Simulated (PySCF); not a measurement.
## Electronic structure of C4H8FO2S (SMILES CS(=O)(=O)CC[CH]F) (doublet) in real space

```yaml
atoms:
  - { symbol: C, position_ang: [-2.5718, 0.4214, 0.0649] }
  - { symbol: S, position_ang: [-1.1302, -0.5050, -0.5424] }
  - { symbol: O, position_ang: [-1.2158, -1.8555, -0.0644] }
  - { symbol: O, position_ang: [-1.0196, -0.3013, -1.9597] }
  - { symbol: C, position_ang: [0.2963, 0.3023, 0.2552] }
  - { symbol: C, position_ang: [1.5448, -0.4658, -0.2061] }
  - { symbol: C, position_ang: [2.7914, 0.1203, 0.3115] }
  - { symbol: F, position_ang: [3.0657, -0.0612, 1.6177] }
  - { symbol: H, position_ang: [-2.4885, 1.4420, -0.2839] }
  - { symbol: H, position_ang: [-3.4577, -0.0472, -0.3455] }
  - { symbol: H, position_ang: [-2.5823, 0.3648, 1.1451] }
  - { symbol: H, position_ang: [0.1628, 0.2367, 1.3309] }
  - { symbol: H, position_ang: [0.3108, 1.3362, -0.0770] }
  - { symbol: H, position_ang: [1.4369, -1.4965, 0.1426] }
  - { symbol: H, position_ang: [1.5610, -0.4616, -1.2968] }
  - { symbol: H, position_ang: [3.2886, 0.9792, -0.1035] }
```

Geometry: GFN2-xTB.

These are results of UKS B3LYP, pcH-1 on C F H O S, non-relativistic, mean-field spin-orbit, GIAO (PySCF), not measurements.

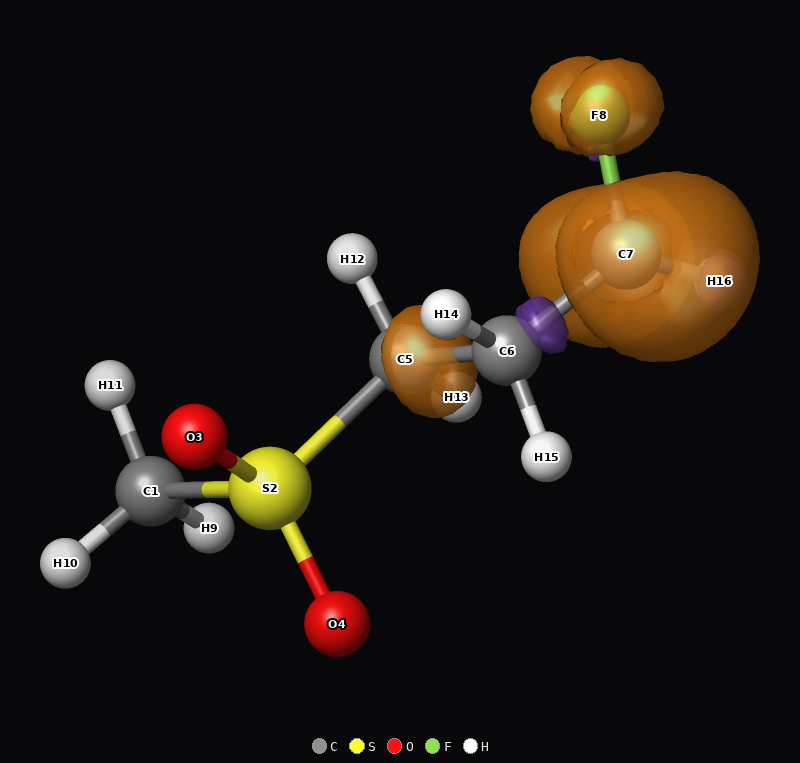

Figure 1. Isosurfaces of the spin density (α minus β) at +0.03 (orange) and −0.03 e/Å³ (purple), seen at an oblique angle.

Which atoms carry the spin?

Answer. The unpaired spin (1 electron) lies mostly on C7 (about 0.7) and F8 (about 0.1), in electrons by Hirshfeld's partition.

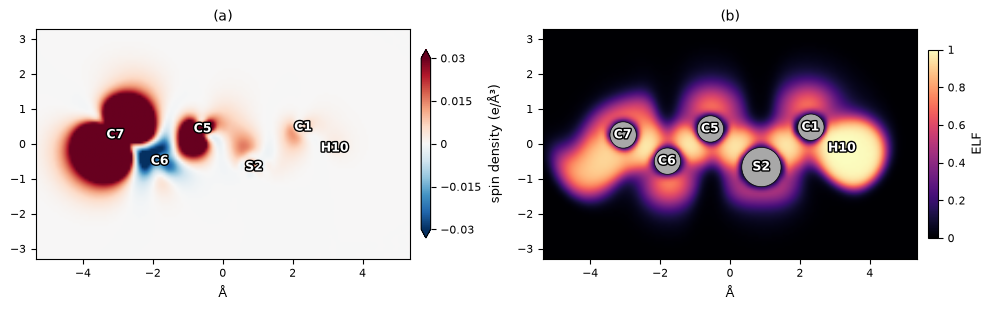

Figure 2. (a) spin density (α minus β); (b) electron localisation function on the plane of atoms S2, C1 and H10. Grey discs cover the atomic cores in the ELF map.

Describe what can be read from this map.

Answer. The plane passes through C, S and H nuclei. C–C (1.47 Å): the ELF peaks at about 0.95 between the atoms (a shared electron pair). C–S (1.82 Å): the ELF peaks at about 0.95 between the atoms; a covalent bond. C–H (1.08 Å): the ELF climbs to about 1 towards the hydrogen, as it does in any bond to H (a covalent bond by its length). C–C (1.54 Å): the ELF peaks at about 0.95 between the atoms; a shared electron pair.

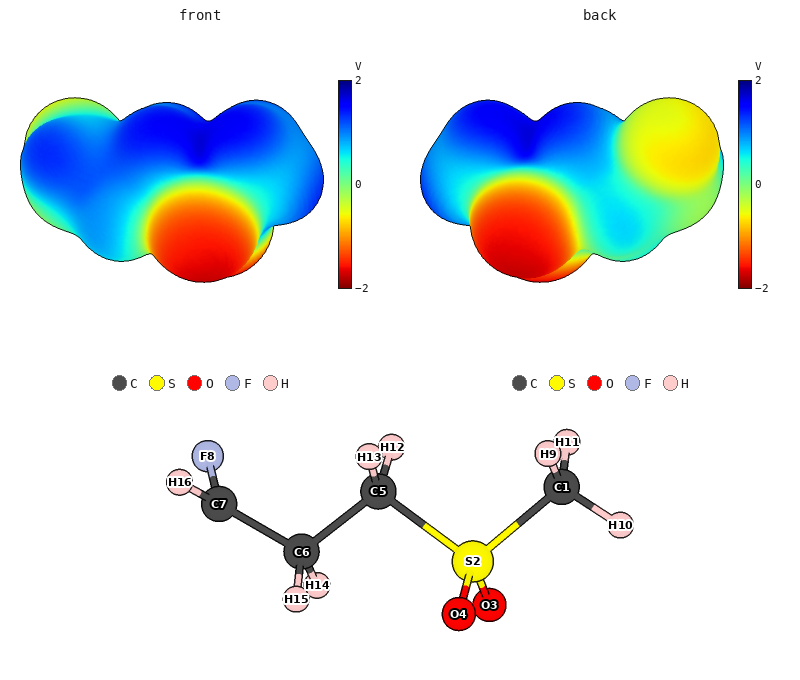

Figure 3. The electrostatic potential painted on the density surface at 0.002 e/bohr³, seen from the front and from behind; the colour scale runs from red (negative) to blue (positive). The bare structure is drawn below in the same view.

Where is the surface potential most negative and most positive?

Answer. The most negative region (about −1.7 V) lies over O3 and O4, the most positive (about +1.6 V) over the C, H and S atoms.
